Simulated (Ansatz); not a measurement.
# GaH3O + H2O2: a complex and its separated parts, part 2 of 2

Ansatz 0.2.0, Gaussian basis. Earlier steps stand in the parts before.

## 13. CAM-B3LYP-D4/def2-TZVPP

The inputs:

parta/in.yaml

```yaml
crystal:
  periodic: [false, false, false]
  atoms:
    - {symbol: Ga, position_ang: [-1.126878, -0.460955, 0.255696]}
    - {symbol: O, position_ang: [0.384791, -1.383487, 0.501615]}
    - {symbol: H, position_ang: [-1.689726, -0.551111, -1.191822]}
    - {symbol: H, position_ang: [-1.706519, 0.315931, 1.484560]}
    - {symbol: H, position_ang: [0.735290, -1.330577, 1.392860]}
basis:
  gaussian: {orbitals: def2-TZVPP}
hamiltonian: {xc: {name: CAM-B3LYP}, dispersion: d4}
```

partb/in.yaml

```yaml
crystal:
  periodic: [false, false, false]
  atoms:
    - {symbol: H, position_ang: [1.452830, -0.003337, 0.026249]}
    - {symbol: O, position_ang: [1.561761, 0.879501, -0.347517]}
    - {symbol: O, position_ang: [0.204042, 1.247923, -0.578866]}
    - {symbol: H, position_ang: [0.184409, 1.286012, -1.542775]}
basis:
  gaussian: {orbitals: def2-TZVPP}
hamiltonian: {xc: {name: CAM-B3LYP}, dispersion: d4}
```

One command serves all of them, each in its own folder.

Launch:

```console
$ ansatz run in.yaml --threads 4 --pin off --events-out ev --progress --plain --max-ram 9574MiB
```

Log of parta (excerpt; [...] marks lines left out):

```text
Functional definition: CAM-B3LYP
  name "CAM-B3LYP"
  cite "Yanai, Tew & Handy, Chem. Phys. Lett. 393, 51 (2004) doi:10.1016/j.cplett.2004.06.011"
  cite "Iikura, Tsuneda, Yanai & Hirao, J. Chem. Phys. 115, 3540 (2001) doi:10.1063/1.1383587"
  cite "Becke, Phys. Rev. A 38, 3098 (1988) doi:10.1103/PhysRevA.38.3098"
  cite "Lee, Yang & Parr, Phys. Rev. B 37, 785 (1988) doi:10.1103/PhysRevB.37.785"
[...]
731 factors; their error is unknown
180 factors; integrals over basis functions are off by at most 1.1e-5 eV
[...]
mean field -54477.86015878 eV, -2002.0244344152 hartree, gradient 3.8e-5 eV, S^2 0.000000; 0 other end points of the search recorded, 0 dependent functions left out
reference -54477.86026568 eV, -2002.0244383439 hartree; 21, 21 occupied and 100, 100 virtual orbitals, 731 factors
Total energy: -54477.90664443 eV, -2002.0261427314 hartree
```

Output in partb (excerpt; [...] marks lines left out):

```text
[... 6 set-up lines as earlier in the session ...]
[...]
  # Exact exchange under (alpha + beta erf(omega r))/r, Becke's under what is left of 1/r.
[...]
420 factors; their error is unknown
102 factors; integrals over basis functions are off by at most 1.3e-5 eV
[...]
mean field -4124.46069691 eV, -151.5711349515 hartree, gradient 3.4e-5 eV, S^2 0.000000; 0 other end points of the search recorded, 0 dependent functions left out
reference -4124.46077264 eV, -151.5711377347 hartree; 9, 9 occupied and 81, 81 virtual orbitals, 420 factors
Total energy: -4124.47498277 eV, -151.5716599471 hartree
```

Wall times: 0.75 s (parta), 0.35 s (partb) on 4 threads of Arm Neoverse V1, shared host.

## 14. wB97X-V/def2-TZVPP

The same edit goes into each in.yaml of step 13 (parta, partb):

```diff
-hamiltonian: {xc: {name: CAM-B3LYP}, dispersion: d4}
+hamiltonian: {xc: {name: wB97X-V}}
```

Each run has its own folder and the same command.

Launch:

```console
$ ansatz run in.yaml --threads 4 --pin off --events-out ev --progress --plain --max-ram 9574MiB
```

Log of parta (excerpt; [...] marks lines left out):

```text
Functional definition: wB97X-V
  name "wB97X-V"
  cite "Mardirossian & Head-Gordon, Phys. Chem. Chem. Phys. 16, 9904 (2014) doi:10.1039/C3CP54374A"
[... 2 set-up lines as earlier in the session ...]
[...]
      + integral(e_c_pw_opposite_spin*poly(b97_u_opposite, cos0, cos1)) + vv10(b, c)
731 factors; their error is unknown
172 factors; integrals over basis functions are off by at most 7.0e-6 eV
[...]
mean field -54469.70812453 eV, -2001.7248526824 hartree, gradient 5.3e-5 eV, S^2 0.000000; 0 other end points of the search recorded, 0 dependent functions left out
reference -54469.70812280 eV, -2001.7248526188 hartree; 21, 21 occupied and 100, 100 virtual orbitals, 731 factors
Total energy: -54469.70812280 eV, -2001.7248526188 hartree
```

Log of partb (excerpt; [...] marks lines left out):

```text
[... 5 set-up lines as earlier in the session ...]
[...]
      + integral(e_c_pw_opposite_spin*poly(b97_u_opposite, cos0, cos1)) + vv10(b, c)
420 factors; their error is unknown
96 factors; integrals over basis functions are off by at most 9.6e-6 eV
[...]
mean field -4124.27466163 eV, -151.5642982812 hartree, gradient 7.2e-5 eV, S^2 0.000000; 0 other end points of the search recorded, 0 dependent functions left out
reference -4124.27466066 eV, -151.5642982455 hartree; 9, 9 occupied and 81, 81 virtual orbitals, 420 factors
Total energy: -4124.27466066 eV, -151.5642982455 hartree
```

They took 1.8 s (parta), 0.75 s (partb) on 4 threads of Arm Neoverse V1, shared host.

## 15. wB97M-V/def2-TZVPP

Each input of step 14 (parta, partb) changes in the same lines:

```diff
-hamiltonian: {xc: {name: wB97X-V}}
+hamiltonian: {xc: {name: wB97M-V}}
```

The same command starts each run, in its folder.

Launch:

```console
$ ansatz run in.yaml --threads 4 --pin off --events-out ev --progress --plain --max-ram 9574MiB
```

Output in parta (excerpt; [...] marks lines left out):

```text
Functional definition: wB97M-V
  name "wB97M-V"
  cite "Mardirossian & Head-Gordon, J. Chem. Phys. 144, 214110 (2016) doi:10.1063/1.4952647"
[... 2 set-up lines as earlier in the session ...]
  # Of w^i u^j: cxij and so on, Table III.
[...]
  gx(w, u) = 1 - cx + cx01*u + cx10*w
[...]
      + integral(e_c_pw_mod_opposite_spin*gos(b97_w_opposite, b97_u_opposite)) + vv10(b, c)
731 factors; their error is unknown
172 factors; integrals over basis functions are off by at most 7.0e-6 eV
[...]
mean field -54471.55897784 eV, -2001.7928702867 hartree, gradient 5.7e-5 eV, S^2 0.000000; 0 other end points of the search recorded, 0 dependent functions left out
reference -54471.55902010 eV, -2001.7928718400 hartree; 21, 21 occupied and 100, 100 virtual orbitals, 731 factors
Total energy: -54471.55902010 eV, -2001.7928718400 hartree
```

Log of partb (excerpt; [...] marks lines left out):

```text
[... 5 set-up lines as earlier in the session ...]
  # Of w^i u^j: cxij and so on, Table III.
[...]
  gx(w, u) = 1 - cx + cx01*u + cx10*w
[...]
      + integral(e_c_pw_mod_opposite_spin*gos(b97_w_opposite, b97_u_opposite)) + vv10(b, c)
420 factors; their error is unknown
96 factors; integrals over basis functions are off by at most 9.6e-6 eV
[...]
mean field -4124.46039190 eV, -151.5711237427 hartree, gradient 8.4e-5 eV, S^2 0.000000; 0 other end points of the search recorded, 0 dependent functions left out
reference -4124.46041575 eV, -151.5711246193 hartree; 9, 9 occupied and 81, 81 virtual orbitals, 420 factors
Total energy: -4124.46041575 eV, -151.5711246193 hartree
```

Times: 2 s (parta), 0.85 s (partb) on 4 threads of Arm Neoverse V1, shared host.

## 16. B2PLYP/def2-TZVPP

Each input of step 15 (parta, partb) changes in the same lines:

```diff
-hamiltonian: {xc: {name: wB97M-V}}
+hamiltonian: {xc: {name: B2PLYP}}
```

Each run has its own folder and the same command.

Launch:

```console
$ ansatz run in.yaml --threads 4 --pin off --events-out ev --progress --plain --max-ram 9574MiB
```

parta printed (excerpt; [...] marks lines left out):

```text
Functional definition: B2PLYP
  name "B2PLYP"
  cite "Grimme, J. Chem. Phys. 124, 034108 (2006) doi:10.1063/1.2148954"
[... 2 set-up lines as earlier in the session ...]
[...]
749 factors; integrals over basis functions are off by at most 1.0e-3 eV
[...]
mean field -54459.64218566 eV, -2001.3549362518 hartree, gradient 4.5e-6 eV, S^2 0.000000; 0 other end points of the search recorded, 0 dependent functions left out
10 core orbitals not correlated: weight in the atoms' cores, before any rotation towards them, 1.000 or more for the frozen orbitals, at most 0.000 for the correlated occupied ones
reference -54459.64232387 eV, -2001.3549413310 hartree; 11, 11 occupied and 100, 100 virtual orbitals, 749 factors
second order -16.06354331 eV of doubles, -0.00000000 eV of singles
Total energy: -54463.97948057 eV, -2001.5143288996 hartree
```

Log of partb (excerpt; [...] marks lines left out):

```text
[... 5 set-up lines as earlier in the session ...]
[...]
570 factors; integrals over basis functions are off by at most 6.0e-4 eV
[...]
mean field -4118.73005880 eV, -151.3605378854 hartree, gradient 3.4e-6 eV, S^2 0.000000; 0 other end points of the search recorded, 0 dependent functions left out
2 core orbitals not correlated: weight in the atoms' cores, before any rotation towards them, 1.000 or more for the frozen orbitals, at most 0.000 for the correlated occupied ones
reference -4118.73015534 eV, -151.3605414334 hartree; 7, 7 occupied and 81, 81 virtual orbitals, 570 factors
second order -16.12165173 eV of doubles, -0.00000000 eV of singles
Total energy: -4123.08300131 eV, -151.5205055722 hartree
```

Wall times: 1.1 s (parta), 0.5 s (partb) on 4 threads of Arm Neoverse V1, shared host.

## 17. PBE-QIDH/def2-TZVPP

The same edit goes into each in.yaml of step 16 (parta, partb):

```diff
-hamiltonian: {xc: {name: B2PLYP}}
+hamiltonian: {xc: {name: PBE-QIDH}}
```

One command serves all of them, each in its own folder.

Launch:

```console
$ ansatz run in.yaml --threads 4 --pin off --events-out ev --progress --plain --max-ram 9574MiB
```

Output in parta (excerpt; [...] marks lines left out):

```text
Functional definition: PBE-QIDH
  name "PBE-QIDH"
  cite "Brémond, Sancho-García, Pérez-Jiménez & Adamo, J. Chem. Phys. 141, 031101 (2014) doi:10.1063/1.4890314"
[... 1 set-up line as earlier in the session ...]
[...]
749 factors; integrals over basis functions are off by at most 1.0e-3 eV
[...]
mean field -54451.72596447 eV, -2001.0640204888 hartree, gradient 2.6e-6 eV, S^2 0.000000; 0 other end points of the search recorded, 0 dependent functions left out
10 core orbitals not correlated: weight in the atoms' cores, before any rotation towards them, 1.000 or more for the frozen orbitals, at most 0.000 for the correlated occupied ones
reference -54451.72597523 eV, -2001.0640208844 hartree; 11, 11 occupied and 100, 100 virtual orbitals, 749 factors
second order -14.81808491 eV of doubles, -0.00000000 eV of singles
Total energy: -54456.66533687 eV, -2001.2455390766 hartree
```

Output in partb (excerpt; [...] marks lines left out):

```text
[... 4 set-up lines as earlier in the session ...]
[...]
570 factors; integrals over basis functions are off by at most 6.0e-4 eV
[...]
mean field -4115.71255653 eV, -151.2496467223 hartree, gradient 8.2e-6 eV, S^2 0.000000; 0 other end points of the search recorded, 0 dependent functions left out
2 core orbitals not correlated: weight in the atoms' cores, before any rotation towards them, 1.000 or more for the frozen orbitals, at most 0.000 for the correlated occupied ones
reference -4115.71256268 eV, -151.2496469481 hartree; 7, 7 occupied and 81, 81 virtual orbitals, 570 factors
second order -14.96727711 eV of doubles, -0.00000000 eV of singles
Total energy: -4120.70165505 eV, -151.4329927110 hartree
```

They took 1.1 s (parta), 0.5 s (partb) on 4 threads of Arm Neoverse V1, shared host.

## 18. RPA on PBE/def2-TZVPP

The same edit goes into each in.yaml of step 17 (parta, partb):

```diff
-hamiltonian: {xc: {name: PBE-QIDH}}
+hamiltonian: {xc: pbe}
+correlation: {method: rpa}
```

Each run has its own folder and the same command.

Launch:

```console
$ ansatz run in.yaml --threads 4 --pin off --events-out ev --progress --plain --max-ram 9574MiB
```

Log of parta (excerpt; [...] marks lines left out):

```text
[... 4 set-up lines as earlier in the session ...]
[...]
749 factors; integrals over basis functions are off by at most 1.0e-3 eV
[...]
mean field -54464.97259013 eV, -2001.5508250030 hartree, gradient 6.0e-6 eV, S^2 0.000000; 1 other end points of the search recorded, 0 dependent functions left out
10 core orbitals not correlated: weight in the atoms' cores, before any rotation towards them, 1.000 or more for the frozen orbitals, at most 0.000 for the correlated occupied ones
reference -54419.01784224 eV, -1999.8620191671 hartree; 11, 11 occupied and 100, 100 virtual orbitals, 749 factors
Total energy: -54439.65329312 eV, -2000.6203580000 hartree
```

Output in partb (excerpt; [...] marks lines left out):

```text
[... 4 set-up lines as earlier in the session ...]
[...]
570 factors; integrals over basis functions are off by at most 6.0e-4 eV
[...]
mean field -4121.61238819 eV, -151.4664615368 hartree, gradient 9.9e-6 eV, S^2 0.000000; 0 other end points of the search recorded, 0 dependent functions left out
2 core orbitals not correlated: weight in the atoms' cores, before any rotation towards them, 1.000 or more for the frozen orbitals, at most 0.000 for the correlated occupied ones
reference -4104.13876034 eV, -150.8243175572 hartree; 7, 7 occupied and 81, 81 virtual orbitals, 570 factors
Total energy: -4124.62346073 eV, -151.5771164116 hartree
```

Wall times: 1.1 s (parta), 0.45 s (partb) on 4 threads of Arm Neoverse V1, shared host.

## 19. CCSD(T)/def2-TZVPP

The same edit goes into each in.yaml of step 18 (parta, partb):

```diff
-hamiltonian: {xc: pbe}
-correlation: {method: rpa}
+correlation: {method: ccsd_t}
```

One command serves all of them, each in its own folder.

Launch:

```console
$ ansatz run in.yaml --threads 4 --pin off --events-out ev --progress --plain --max-ram 9574MiB
```

Output in parta (excerpt; [...] marks lines left out):

```text
Functional definition: HF
  name "HF"
  cite "Fock, Z. Phys. 61, 126 (1930) doi:10.1007/BF01340294"
[... 1 set-up line as earlier in the session ...]
[...]
749 factors; integrals over basis functions are off by at most 1.0e-3 eV
[...]
mean field -54420.24179316 eV, -1999.9069985340 hartree, gradient 2.5e-6 eV, S^2 0.000000; 0 other end points of the search recorded, 0 dependent functions left out
10 core orbitals not correlated: weight in the atoms' cores, before any rotation towards them, 1.000 or more for the frozen orbitals, at most 0.000 for the correlated occupied ones
reference -54420.24179316 eV, -1999.9069985340 hartree; 11, 11 occupied and 100, 100 virtual orbitals, 749 factors
second order -13.12629561 eV of doubles, -0.00000000 eV of singles
cycle   1  -12.76739396 eV  change    3.6e-1 eV  update   1.0e-1
[...]
cycle  10  -13.29776516 eV  change    1.8e-6 eV  update   1.0e-5
perturbative correction -0.47977370 eV, -0.0176313584 hartree
Total energy: -54434.01933202 eV, -2000.4133137484 hartree
```

Output in partb (excerpt; [...] marks lines left out):

```text
[... 4 set-up lines as earlier in the session ...]
[...]
570 factors; integrals over basis functions are off by at most 6.0e-4 eV
[...]
mean field -4104.72194754 eV, -150.8457492916 hartree, gradient 3.0e-6 eV, S^2 0.000000; 0 other end points of the search recorded, 0 dependent functions left out
2 core orbitals not correlated: weight in the atoms' cores, before any rotation towards them, 1.000 or more for the frozen orbitals, at most 0.000 for the correlated occupied ones
reference -4104.72194754 eV, -150.8457492916 hartree; 7, 7 occupied and 81, 81 virtual orbitals, 570 factors
second order -13.41374555 eV of doubles, -0.00000000 eV of singles
cycle   1  -13.25122770 eV  change    1.6e-1 eV  update   6.7e-2
[...]
cycle  10  -13.63689878 eV  change    6.2e-6 eV  update   1.2e-5
perturbative correction -0.48687849 eV, -0.0178924545 hartree
Total energy: -4118.84572481 eV, -151.3647885330 hartree
```

Wall times: 4.1 s (parta), 0.95 s (partb) on 4 threads of Arm Neoverse V1, shared host; peak memory 0.53 GiB.

## 20. Vibrations of GaH3O

Input file vib-parta/in.yaml:

```yaml
crystal:
  periodic: [false, false, false]
  atoms:
    - {symbol: Ga, position_ang: [-1.126878, -0.460955, 0.255696]}
    - {symbol: O, position_ang: [0.384791, -1.383487, 0.501615]}
    - {symbol: H, position_ang: [-1.689726, -0.551111, -1.191822]}
    - {symbol: H, position_ang: [-1.706519, 0.315931, 1.484560]}
    - {symbol: H, position_ang: [0.735290, -1.330577, 1.392860]}
basis:
  gaussian: {orbitals: def2-TZVP}
hamiltonian: {xc: pbe0, dispersion: d4}
phonons: {temperatures: {t_min: 298.15, t_max: 900, t_step: 200}}
```

Launch:

```console
$ ansatz run in.yaml --threads 4 --pin off --events-out ev --progress --plain --max-ram 9574MiB
```

The log of the run (excerpt; [...] marks lines left out):

```text
[... 5 set-up lines as earlier in the session ...]
[...]
696 factors; their error is unknown
[...]
mean field -54465.99588155 eV, -2001.5884302690 hartree, gradient 3.7e-5 eV, S^2 0.000000; 0 other end points of the search recorded, 0 dependent functions left out
[...]
Atom 2 at    -1.689726    -0.551111    -1.191822 Å, force     0.000167    -0.000012     0.000298 eV/Å
Atom 3 at    -1.706519     0.315931     1.484560 Å, force     0.000405    -0.000473    -0.000676 eV/Å
Atom 4 at     0.735290    -1.330577     1.392860 Å, force     0.000108     0.000093     0.000554 eV/Å
Dipole moment:    -0.121169     0.156661     0.238902 e Å
Vibrations: 470.73 486.89 622.21 685.70 740.46 845.45 1984.47 2027.40 3905.90 cm⁻¹, zero-point energy 0.729598 eV
```

It took 14 s on 4 threads of Arm Neoverse V1, shared host.

Wavenumbers and character of the modes:

| mode | wavenumber (cm⁻¹) | character |
| --- | --- | --- |
| 1 | 471 | torsion |
| 2 | 487 | bend |
| 3 | 622 | out-of-plane bend with torsion |
| 4 | 686 | Ga–O stretch |
| 5 | 740 | bend |
| 6 | 845 | bend |
| 7 | 1984 | Ga–H stretch |
| 8 | 2027 | Ga–H stretch |
| 9 | 3906 | O–H stretch |

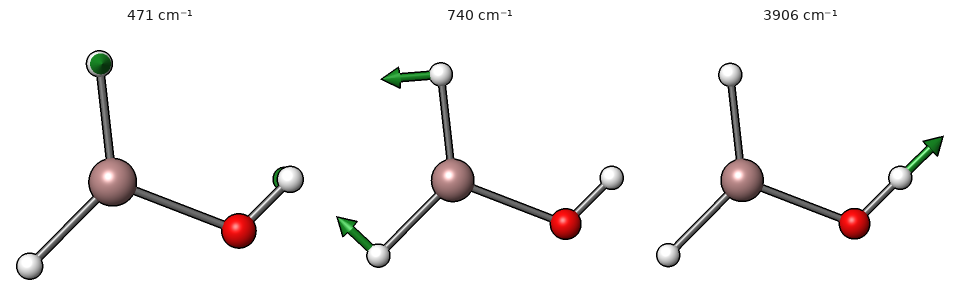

How the atoms move in 3 of the modes.

Vibrational sums (real modes only):

| T (K) | entropy (J/mol/K) | heat capacity (J/mol/K) |
| --- | --- | --- |
| 298 | 10.9 | 24.2 |
| 498 | 27.3 | 39.3 |
| 698 | 42.1 | 47.9 |
| 898 | 54.9 | 53.7 |

## 21. Vibrations of H2O2

Input file vib-partb/in.yaml:

```yaml
crystal:
  periodic: [false, false, false]
  atoms:
    - {symbol: H, position_ang: [1.452830, -0.003337, 0.026249]}
    - {symbol: O, position_ang: [1.561761, 0.879501, -0.347517]}
    - {symbol: O, position_ang: [0.204042, 1.247923, -0.578866]}
    - {symbol: H, position_ang: [0.184409, 1.286012, -1.542775]}
basis:
  gaussian: {orbitals: def2-TZVP}
hamiltonian: {xc: pbe0, dispersion: d4}
phonons: {temperatures: {t_min: 298.15, t_max: 900, t_step: 200}}
```

Launch:

```console
$ ansatz run in.yaml --threads 4 --pin off --events-out ev --progress --plain --max-ram 9574MiB
```

The log of the run (excerpt; [...] marks lines left out):

```text
[... 5 set-up lines as earlier in the session ...]
[...]
390 factors; their error is unknown
[...]
mean field -4121.29567997 eV, -151.4548227244 hartree, gradient 2.3e-5 eV, S^2 0.000000; 0 other end points of the search recorded, 0 dependent functions left out
[...]
Atom 1 at     1.561761     0.879501    -0.347517 Å, force    -0.002154    -0.000255     0.000300 eV/Å
Atom 2 at     0.204042     1.247923    -0.578866 Å, force     0.002613    -0.000771    -0.000598 eV/Å
Atom 3 at     0.184409     1.286012    -1.542775 Å, force    -0.000859     0.000533     0.000162 eV/Å
Dipole moment:    -0.048022    -0.315442    -0.220369 e Å
Vibrations: 394.80 1007.34 1346.56 1464.16 3806.52 3806.68 cm⁻¹, zero-point energy 0.733122 eV
```

Wall time 4.7 s (4 threads of Arm Neoverse V1, shared host).

Wavenumbers and character of the modes:

| mode | wavenumber (cm⁻¹) | character |
| --- | --- | --- |
| 1 | 395 | torsion |
| 2 | 1007 | O–O stretch |
| 3 | 1347 | bend |
| 4 | 1464 | bend |
| 5 | 3807 | O–H stretch |
| 6 | 3807 | O–H stretch |

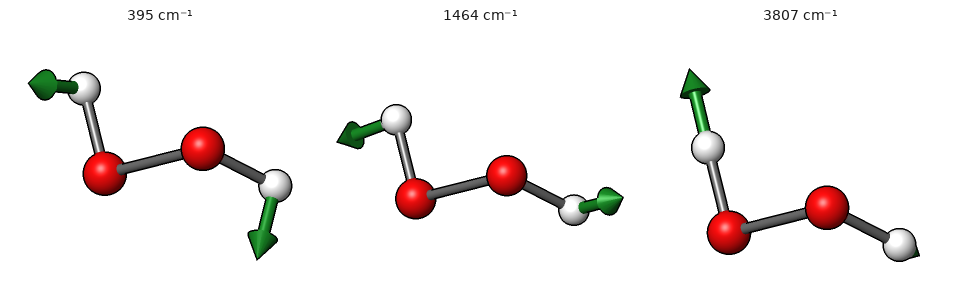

Displacements of 3 modes, as arrows.

Vibrational sums (real modes only):

| T (K) | entropy (J/mol/K) | heat capacity (J/mol/K) |
| --- | --- | --- |
| 298 | 4.6 | 8.6 |
| 498 | 11.0 | 16.7 |
| 698 | 17.7 | 22.8 |
| 898 | 24.0 | 27.2 |

## 22. Complex less separated parts

The complex's own energies come from single points at the same levels.

Rows are in def2-TZVPP; times add the 3 runs of a level on a shared host, so small differences are noise.

Differences are taken before rounding.

| method | rung | complex less parts (kcal/mol) | from CCSD(T) (kcal/mol) | time |
| --- | --- | --- | --- | --- |
| SPW92 | LDA | -28.0 | -8.4 | 1.6 s |
| PBE-D4 | GGA | -19.3 | +0.3 | 2.4 s |
| BLYP-D4 | GGA | -17.5 | +2.1 | 2.5 s |
| r2SCAN-D4 | meta-GGA | -20.8 | -1.3 | 5.2 s |
| B97M-V | meta-GGA | -18.8 | +0.8 | 9.8 s |
| PBE0-D4 | hybrid | -19.6 | 0.0 | 3.3 s |
| B3LYP-D4 | hybrid | -18.4 | +1.2 | 2.9 s |
| r2SCAN0-D4 | hybrid | -20.8 | -1.3 | 5.8 s |
| BHLYP-D4 | hybrid | -19.4 | +0.2 | 3.2 s |
| CAM-B3LYP-D4 | range-separated hybrid | -19.8 | -0.2 | 3.6 s |
| wB97X-V | range-separated hybrid | -19.2 | +0.4 | 8.6 s |
| wB97M-V | range-separated hybrid | -19.4 | +0.2 | 10 s |
| B2PLYP | double hybrid | -17.4 | +2.1 | 5.9 s |
| PBE-QIDH | double hybrid | -19.7 | -0.1 | 6.1 s |
| RPA on PBE | RPA | -17.9 | +1.7 | 5.6 s |
| Hartree-Fock | wavefunction | -12.8 | +6.8 |  |
| MP2 | wavefunction | -19.7 | -0.1 |  |
| CCSD | wavefunction | -18.4 | +1.2 |  |
| CCSD(T) | wavefunction | -19.6 | 0 | 2 min |

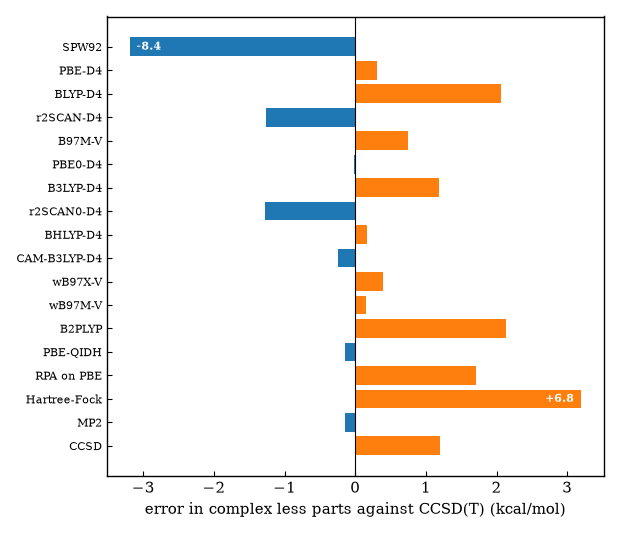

How far each level lands from CCSD(T). Bars with a number in them are cut short.

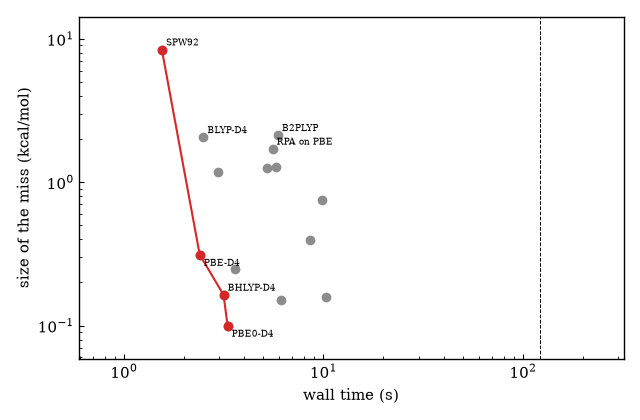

Miss against cost. Red marks the levels that no quicker level drawn beats (of those quicker than the yardstick), and the dashed line is the time of CCSD(T). Only those levels and the largest misses are named. Misses under 0.1 kcal/mol are drawn at that value. Times are from a shared host.

PBE0-D4 reaches 0.0 kcal/mol from the reference in 3.3 s, where CCSD(T) took 2 min; the quickest level in the cost chart, SPW92, takes 1.6 s and misses by 8.4 kcal/mol.

The complex's zero-point energy, from a separate PBE0-D4 run, is 1.569 eV.

## 23. What came out

What follows sums up all 2 parts.

| quantity | value |
| --- | --- |
| complex less parts, CCSD(T)/def2-TZVPP | -19.6 kcal/mol |
| with zero-point energy | -17.1 kcal/mol |
| largest T1 diagnostic | 0.015 |

In words: At CCSD(T) the complex lies 19.6 kcal/mol below its parts. The functionals run from PBE0-D4, off by 0.0 kcal/mol, to SPW92, off by -8.4 kcal/mol, against CCSD(T). Mean unsigned error by rung: LDA 8.4, GGA 1.2, meta-GGA 1.0, hybrid 0.7, range-separated hybrid 0.3, double hybrid 1.1 kcal/mol. PBE-D4 gives a relative energy 0.3 kcal/mol too high, inside chemical accuracy (1 kcal/mol). No counterpoise was applied, and triple zeta lacks some correlation, so the CCSD(T) reference has a basis error of its own, and close matches with it are partly luck.
